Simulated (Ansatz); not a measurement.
A series of calculations on Si₂H₇F

**1. Relaxation**

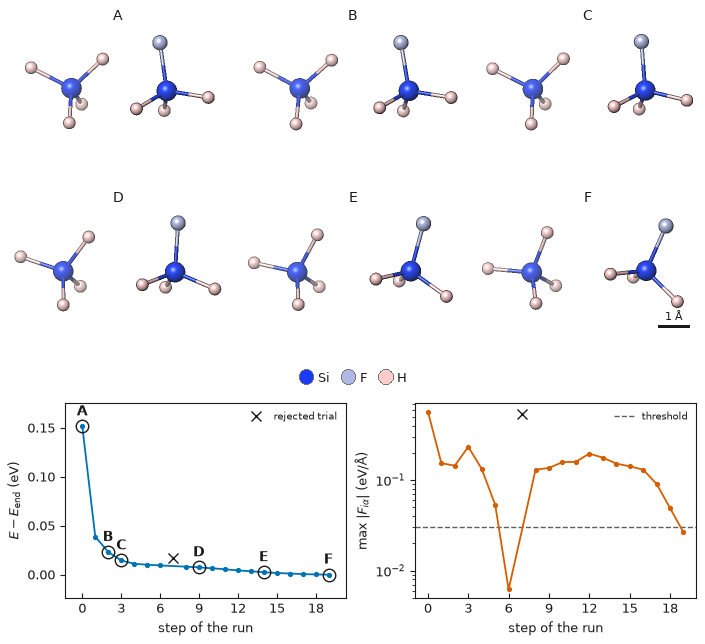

Frames of a relaxation of Si2H7F, marked on the history of the run. A ball-and-stick model, seen at a tilt.

The run prepares an end point of a later path (reaction) calculation, from a guessed geometry.

Level of theory: Ansatz, RKS PBE0-D4/6-31G*.

Input
```yaml
crystal:
  periodic: [false, false, false]
  atoms:
    - { symbol: Si, position_ang: [0.359227, -0.01102, -0.082434] }
    - { symbol: F, position_ang: [0.708847, 0.006818, 1.480878] }
    - { symbol: H, position_ang: [1.645395, 0.027949, -0.828778] }
    - { symbol: H, position_ang: [-0.447873, 1.178805, -0.45826] }
    - { symbol: H, position_ang: [-0.364513, -1.258053, -0.430315] }
    - { symbol: Si, position_ang: [-2.793905, 0.010154, 1.265639] }
    - { symbol: H, position_ang: [-2.917353, -0.896788, 0.094266] }
    - { symbol: H, position_ang: [-3.69053, -0.472651, 2.352144] }
    - { symbol: H, position_ang: [-3.207108, 1.38175, 0.863905] }
    - { symbol: H, position_ang: [-1.404687, 0.033037, 1.743855] }
basis:
  gaussian: { orbitals: "6-31G*" }
hamiltonian:
  xc: pbe0
  dispersion: d4
relax:
  f_tol: 0.03
  max_steps: 50
```

Run as
```bash
ansatz run input.yaml --threads 1 --pin off --max-ram 2048MiB --backend cpu --events-out ev --progress --plain --runs-dir out
```

### Describe the path.

The energy falls by 0.151 eV in 18 accepted moves (19 points after the start). The largest force component goes from 0.57 to 0.027 eV/Å. The line search rejected the trial step at point 7 of the run. The forces were under the threshold at step 6, but the run went on from there. The largest move after the best rigid fit is that of F2, 1.23 Å. By element the largest moves are F 1.23 Å, H 0.88 Å, Si 0.34 Å. Some distances before and after: Si1–Si6 3.429 → 4.074 Å, Si6–H10 1.469 → 1.489 Å, Si1–F2 1.602 → 1.611 Å. From step 0 to 2: H5 moves most (0.32 Å), energy −0.128 eV. From step 2 to 3: F2 moves most (0.20 Å), energy −0.009 eV. From step 3 to 9: H atoms move most (0.24 Å), energy −0.007 eV. From step 9 to 14: F2 moves most (0.36 Å), energy −0.005 eV. From step 14 to 19: F2 moves most (0.26 Å), energy −0.002 eV.

| step | E − E(0), eV | largest force component, eV/Å | note |
| --- | --- | --- | --- |
| 0 | 0.0000 | 0.5704 |  |
| 1 | -0.1126 | 0.1538 |  |
| 2 | -0.1283 | 0.1444 |  |
| 3 | -0.1369 | 0.2337 |  |
| 4 | -0.1403 | 0.1330 |  |
| 5 | -0.1412 | 0.0535 |  |
| 6 | -0.1420 | 0.0062 |  |
| 7 | -0.1348 | 0.5360 | rejected |
| 8 | -0.1433 | 0.1301 |  |
| 9 | -0.1440 | 0.1364 |  |
| 10 | -0.1449 | 0.1578 |  |
| 11 | -0.1459 | 0.1594 |  |
| 12 | -0.1471 | 0.1962 |  |
| 13 | -0.1479 | 0.1773 |  |
| 14 | -0.1490 | 0.1523 |  |
| 15 | -0.1497 | 0.1419 |  |
| 16 | -0.1502 | 0.1306 |  |
| 17 | -0.1508 | 0.0909 |  |
| 18 | -0.1512 | 0.0492 |  |
| 19 | -0.1514 | 0.0265 |  |

**2. Relaxation**

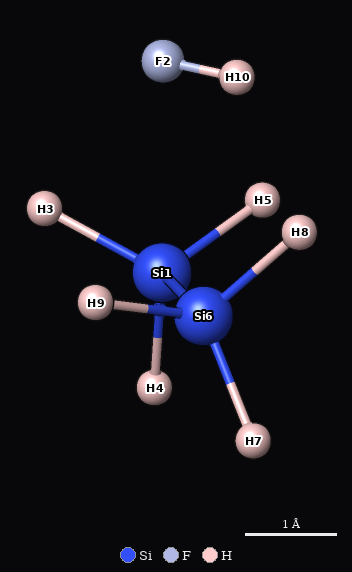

Starting structure of Si$_{2}$H$_{7}$F. A ball-and-stick model, seen from a free direction.

The run prepares an end point of a later path (reaction) calculation, from a guessed geometry.

Level of theory: Ansatz 0.2.0, RKS PBE0-D4/6-31G*.

The input:
```yaml
crystal:
  periodic: [false, false, false]
  atoms:
    - { symbol: Si, position_ang: [-0.448875, 0.03465, -0.420566] }
    - { symbol: F, position_ang: [0.009388, -0.061788, 2.336309] }
    - { symbol: H, position_ang: [0.514552, 1.098935, -0.042368] }
    - { symbol: H, position_ang: [-0.708954, 0.173997, -1.886577] }
    - { symbol: H, position_ang: [0.159244, -1.310254, -0.222284] }
    - { symbol: Si, position_ang: [-2.392986, 0.185176, 0.714178] }
    - { symbol: H, position_ang: [-3.582756, -0.034515, -0.157914] }
    - { symbol: H, position_ang: [-2.476789, -0.872063, 1.777749] }
    - { symbol: H, position_ang: [-2.549713, 1.497128, 1.399192] }
    - { symbol: H, position_ang: [-0.635611, -0.711264, 2.503181] }
basis:
  gaussian: { orbitals: "6-31G*" }
hamiltonian:
  xc: pbe0
  dispersion: d4
relax:
  f_tol: 0.03
  max_steps: 50
```

Command:
```bash
ansatz run input.yaml --threads 1 --pin off --max-ram 2048MiB --backend cpu --events-out ev --progress --plain --runs-dir out
```

Q: Where does the relaxation end?

A: H10 moves most after the best rigid fit: 0.49 Å. Largest moves by element: H 0.49 Å, F 0.27 Å, Si 0.10 Å. Some distances before and after: Si1–Si6 2.256 → 2.344 Å. After 14 accepted moves (17 points after the start) the energy has fallen by 2.19 kcal/mol. Largest force component: 1 eV/Å at the start, 0.018 eV/Å at the end. The line search rejected the trial steps at points 7, 9, 10 of the run. The forces were under the threshold at step 14, but the run went on from there. Cost: 52 s on 1 thread of Arm Neoverse V1, on a shared host, peak memory 0.13 GiB.

Final geometry:

```xyz
10

Si   -0.4654    0.0254   -0.4720
F    -0.0687    0.0347    2.5743
H     0.4386    1.1707   -0.1859
H    -0.7056   -0.0266   -1.9444
H     0.2350   -1.2390   -0.0972
Si   -2.4911    0.2113    0.6928
H    -3.6455    0.2163   -0.2532
H    -2.6781   -0.9573    1.6038
H    -2.5467    1.4556    1.5051
H    -0.1851   -0.8910    2.5776
```

The end point in the same view:

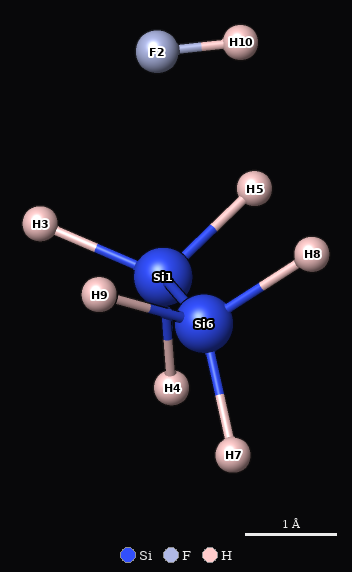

**3. Path**

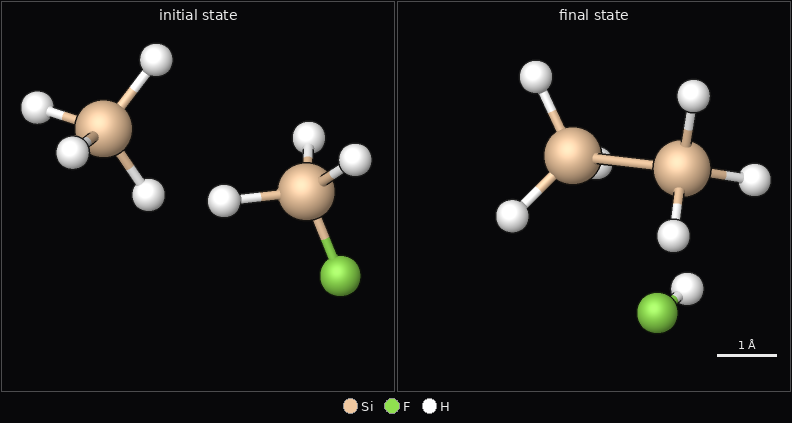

The two relaxed end points of a path for Si2H7F, made up at the start of SiH3F and SiH₄. A ball-and-stick model, seen at a tilt.

Computed with RKS PBE0-D4/6-31G* in Ansatz.

Settings: 7 movable images; climbing image; force threshold 0.05 eV/Å; iteration limit 60.

Start:
```xyz
10

Si    0.6799    0.0314   -0.1361
F     1.8287    0.1376    0.9888
H     1.3151    0.1091   -1.4797
H    -0.2775    1.1552    0.0346
H    -0.0323   -1.2641    0.0117
Si   -3.1256   -0.0332    1.3165
H    -2.9866   -0.9589    0.1589
H    -4.4394   -0.2612    1.9791
H    -3.0466    1.3731    0.8377
H    -2.0282   -0.2889    2.2894
```

End:
```xyz
10

Si   -0.4269   -0.2335   -0.4181
F    -0.1398    0.4474    2.5638
H     0.5041    0.9242   -0.3558
H    -0.6156   -0.6076   -1.8508
H     0.2168   -1.3988    0.2581
Si   -2.4858    0.2582    0.5890
H    -3.6047    0.0798   -0.3826
H    -2.7445   -0.6720    1.7284
H    -2.5288    1.6536    1.1008
H    -0.2872   -0.4511    2.7681
```

> Predict the minimum-energy path and its barrier.

Forward barrier 270.1 kJ/mol, backward barrier 154.1 kJ/mol, with image 4 at the top; the reaction energy is +116.0 kJ/mol. Breaking: Si1–F2 (1.61 → 1.92 at the top → 3.07 Å), Si6–H10 (1.49 → 1.82 at the top → 3.18 Å). Forming: F2–H10 (4.09 → 1.17 at the top → 0.93 Å), Si1–Si6 (4.07 → 2.58 at the top → 2.34 Å). The band is converged. At the top, the vibrational analysis gives one imaginary mode (1129i cm⁻¹), as a transition state must have.

Energies of the converged images:

| image | path (Å) | E (kJ/mol) |
| --- | --- | --- |
| 0 | 0.00 | 0.0 |
| 1 | 1.22 | 0.8 |
| 2 | 2.45 | 3.4 |
| 3 | 3.67 | 55.7 |
| 4 | 4.90 | 270.1 |
| 5 | 5.89 | 156.2 |
| 6 | 6.88 | 120.4 |
| 7 | 7.88 | 117.4 |
| 8 | 8.87 | 116.0 |

The geometry at the top of the path:

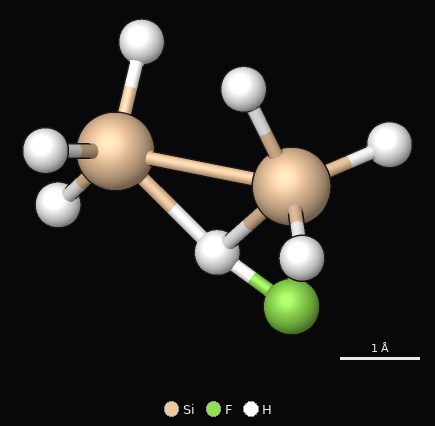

Limits of the set-up: the start holds two separate molecules, 2.9 Å apart at their closest, whose relative position is a soft coordinate.

The run took 5.9 min on 1 thread of Arm Neoverse V1, with other jobs on the host, peak memory 0.14 GiB.
